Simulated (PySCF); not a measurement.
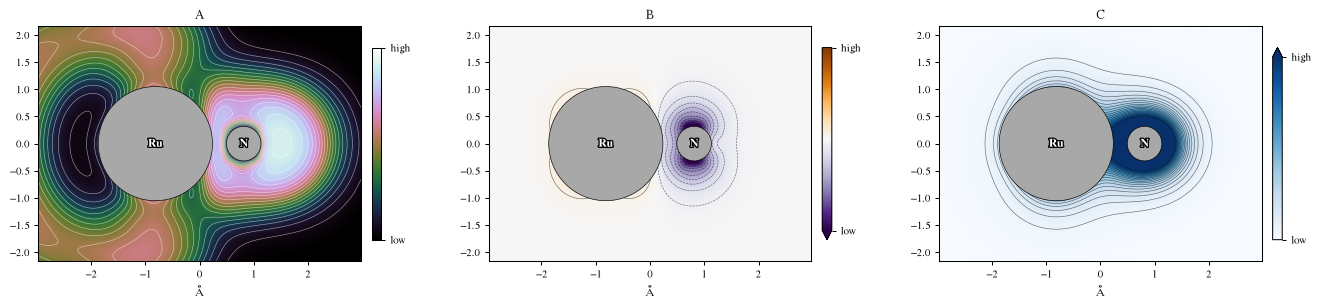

RuN (charge −1, triplet): 3 fields on a plane that holds the molecular axis, with unlabelled colour scales. Grey discs cover the atomic cores.

Core potentials replace the inner electrons of Ru.

Computed with PBE0/def2-TZVPPD, non-relativistic Hamiltonian with scalar-relativistic core potentials where named, at a bond length of 1.626 Å in PySCF.

> The panels show electron density, electron localisation function and spin density in some order. Assign them.

Panel A: electron localisation function. Panel B: spin density (confined to the atoms that carry the unpaired spin). Panel C: electron density. From the grid: Ru–N (1.63 Å): ρ at the midpoint is about 2.4 e/Å³, with its minimum of 2.2 e/Å³ about 0.9 Å from Ru; the ELF peaks at about 0.75 in the valence shell of N, 0.5 Å from its nucleus, and drops to about 0.45 between the two atoms.
